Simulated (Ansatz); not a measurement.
## NbN (rock salt), energy over volume and axial ratio

NbN (rock salt)

```
NbN
1.0
    0.00000     2.21065     2.21065
    2.21065     0.00000     2.21065
    2.21065     2.21065     0.00000
N Nb
1 1
Cartesian
  0.00000   0.00000   0.00000
  2.21065   2.21065   2.21065
```

Two coordinates are scanned: the volume, and the ratio of the stretch along z (the conventional c axis) to the stretch across it. Atoms keep their fractional coordinates.

Calculation: PBE (plane waves to 420 eV, PAW, scalar-relativistic; Ansatz, a quantum-chemistry and plane-wave program). k mesh 18×18×18 (Γ-centred), Fermi-Dirac smearing 0.05 eV. Energies are smeared free energies. Compression counts positive. With partly filled bands, the response to shear is sensitive to the k mesh, so small differences along c/a are uncertain. NbN is run without spin polarisation. NbN was relaxed with its symmetry unable to fall. This is a high-temperature form of NbN. The zero of ΔE is the relaxed starting cell.

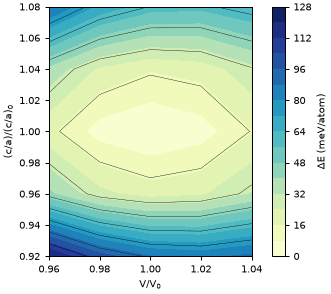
*ΔE (meV/atom) over the 5×5 grid of computed points.*

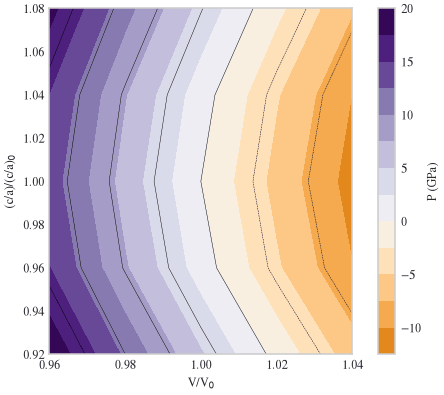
Figure. P (GPa) over the 5×5 grid of computed points.

The shear modulus C′ = (C11 − C12)/2 (fit, atoms clamped) is 260 GPa. Highest place on the grid: V/V₀ = 0.960, (c/a)/(c/a)₀ = 0.920 (121 meV/atom). Lowest place on the grid: V/V₀ = 1.000, (c/a)/(c/a)₀ = 1.000 (0 meV/atom).

Near the relaxed cell σzz − σxx = −2Cδ (compression positive), C being this modulus and δ the logarithm of the ratio.

(A scan under strain: stresses follow from slopes of the energy per volume, elastic moduli from its curvatures.)
